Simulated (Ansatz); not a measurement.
Consider ClF₃H₂OZr.

The calculation's input:

```
crystal:
  periodic: [false, false, false]
  atoms:
    - { symbol: Zr, position_ang: [-0.128906, 0.101639, -0.052131] }
    - { symbol: O, position_ang: [-0.188434, -0.063124, 1.961171] }
    - { symbol: H, position_ang: [-0.726105, 0.20494, 2.715373] }
    - { symbol: F, position_ang: [1.652046, 0.368595, -0.675702] }
    - { symbol: F, position_ang: [-1.137376, 1.642267, -0.531297] }
    - { symbol: F, position_ang: [-0.982128, -1.370927, -0.909694] }
    - { symbol: Cl, position_ang: [1.725141, -2.727892, 1.483491] }
    - { symbol: H, position_ang: [1.108161, -1.823299, 2.246288] }
basis:
  gaussian: { orbitals: def2-SVP }
hamiltonian:
  xc: b3lyp
  dispersion: d4
relax:
  f_tol: 0.03
  max_steps: 50
output:
  orbitals: {}
```

Command:

```sh
ansatz run input.yaml --threads 2 --pin off --max-ram 3072MiB --backend cpu --events-out ev --progress --plain --runs-dir out
```

The fields are those of the run's last geometry, not of the input's.

Core potentials replace the inner electrons of Zr.

All numbers below come from RKS B3LYP-D4/def2-SVP in Ansatz 0.2.0.

### What can the converged electron density and electron localisation function tell about the bonding?

Zr–F (1.90 Å): the density is about 0.92 e/Å³ at the midpoint; the ELF peaks at about 0.85 in the valence shell of F, 0.5 Å from its nucleus, and drops to about 0.20 between the two atoms.
Zr–O (1.98 Å): ρ is about 0.8 e/Å³ halfway; the ELF peaks at about 0.85 in the valence shell of O, 0.6 Å from its nucleus, and drops to about 0.20 between the two atoms.
Zr–Cl (3.06 Å): ρ at the midpoint is about 0.12 e/Å³; the ELF peaks at about 0.85 in the valence shell of Cl, 0.8 Å from its nucleus, and is about 0.10 at the midpoint.
O–H (0.96 Å): ρ at the midpoint is about 3.6 e/Å³; the ELF climbs to about 1 towards the hydrogen, as it does in any bond to H (a covalent bond by its length).

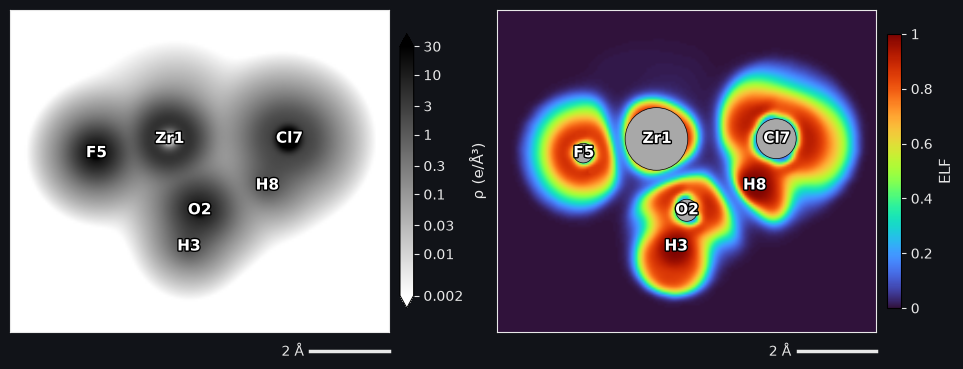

Computed electron density and electron localisation function on the plane of atoms Zr1, Cl7 and H8, in this order. Grey discs cover the atomic cores in the ELF map. 
